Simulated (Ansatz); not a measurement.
**C3H5AlO: density, localisation and related maps**

The calculation's input:

```
crystal:
  periodic: [false, false, false]
  atoms:
    - {symbol: C, position_ang: [-0.860753, -1.988600, 1.580069]}
    - {symbol: C, position_ang: [-0.315505, -1.082880, 0.786656]}
    - {symbol: O, position_ang: [0.961860, -1.150488, 0.172572]}
    - {symbol: Al, position_ang: [0.203805, 0.334757, -0.283150]}
    - {symbol: C, position_ang: [0.520329, 1.908332, -1.352583]}
    - {symbol: H, position_ang: [-0.335575, -2.905725, 1.831950]}
    - {symbol: H, position_ang: [-1.847650, -1.825306, 1.992110]}
    - {symbol: H, position_ang: [-0.047939, 2.765693, -0.986315]}
    - {symbol: H, position_ang: [0.222539, 1.726354, -2.389000]}
    - {symbol: H, position_ang: [1.581989, 2.166864, -1.349408]}
basis:
  gaussian: {orbitals: def2-TZVPP}
hamiltonian: {xc: pbe0, dispersion: d4}
output: {orbitals: {seedname: orbitals}}
```

Launched as:

```sh
ansatz run in.yaml --threads 2 --pin off --events-out ev --progress --plain --max-ram 4352MiB
```

Geometry: PBE0-D4/def2-TZVP.

All numbers below come from Ansatz 0.2.0, RKS PBE0-D4/def2-TZVPP.

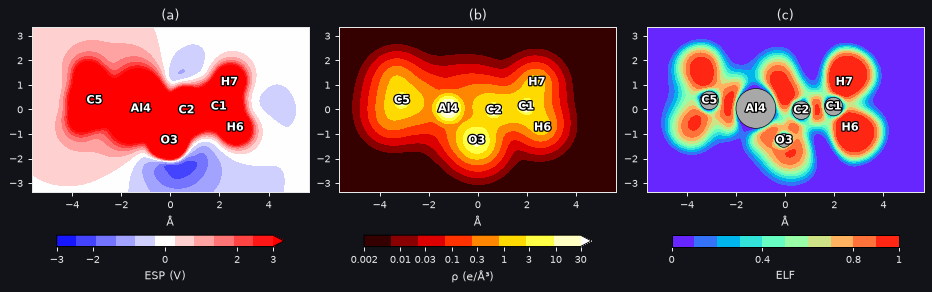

Figure 1. (a) electrostatic potential; (b) total electron density; (c) electron localisation function on the plane of atoms H6, C1 and H7. Grey discs cover the atomic cores in the ELF map.

**Interpret the plot.**

The section cuts through C, O, Al and H sites.
C–C (1.32 Å): ρ is about 2.4 e/Å³ halfway; the ELF peaks at about 0.90 between the atoms (a short, multiple covalent bond).
C–O (1.42 Å): the density is about 2 e/Å³ at the midpoint, with its minimum of 1.8 e/Å³ about 0.5 Å from C; the ELF peaks at about 0.85 between the atoms; a shared but strongly polarised pair.
Al–O (1.73 Å): ρ is about 0.86 e/Å³ halfway; the ELF peaks at about 0.85 in the valence shell of O, 0.6 Å from its nucleus, and is about 0.40 at the midpoint.
C–Al (1.85 Å): ρ is about 0.7 e/Å³ halfway; the ELF peaks at about 0.75 in the valence shell of C, 0.6 Å from its nucleus, and is about 0.45 at the midpoint.
C–H (1.08 Å): ρ at the midpoint is about 2 e/Å³; the ELF climbs to about 1 towards the hydrogen, as it does in any bond to H (an ordinary covalent bond to hydrogen).
The ELF also peaks beside O3, away from the bonds: lone-pair regions.
Outside the dense part of the molecule the potential is most negative (−2.3 V) near O3.

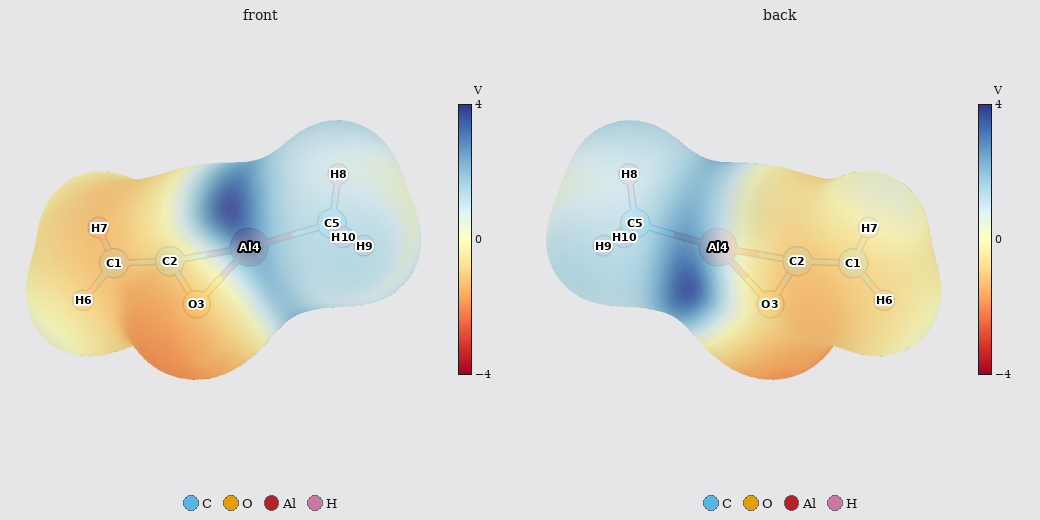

Figure 2. The electrostatic potential painted on the density surface at 0.002 e/bohr³, seen from the front and from behind; red is negative and blue positive.

**Where is the surface potential most negative and most positive?**

The most negative region (about −1.9 V) lies over O3, the most positive (about +3.6 V) over Al4. O3 is the likeliest acceptor of a hydrogen bond.

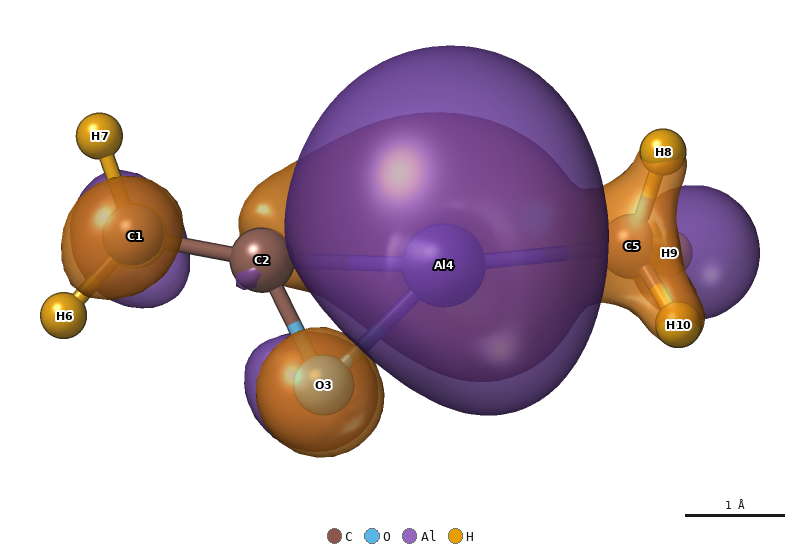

Figure 3. The LUMO at ±0.08 Å⁻³ᐟ² (orange and purple are the two phases), seen across its widest extent.

**Where does this orbital lie, and at what energy?**

Its weight (Hirshfeld) is mainly on Al4 (about 65 %), O3 (about 10 %), C5 (about 10 %) and C2 (about 5 %). Its energy is −0.87 eV.
